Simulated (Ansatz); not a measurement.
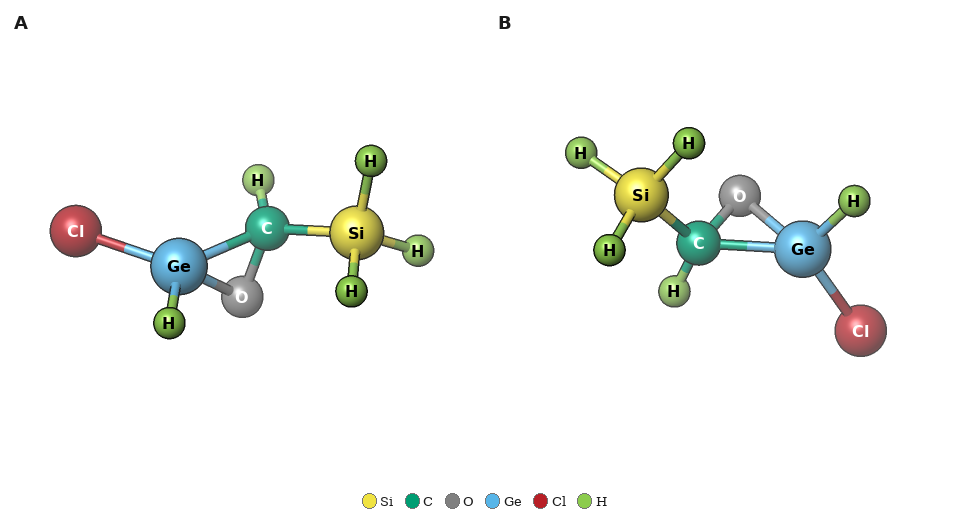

Distant atoms are faded towards the background colour. The geometry was computed by an optimisation with PBE-D4/def2-SVP. No frequency run is at hand to confirm it as a minimum.

> Are A and B the same structure? If not, how do they differ?

Yes. They are the same structure, CH5ClGeOSi ([SiH3][C@H]1[O][Ge@@H]1[Cl]), seen from two directions: a rotation takes one into the other. The geometry is chiral (C1), so its mirror image would differ.
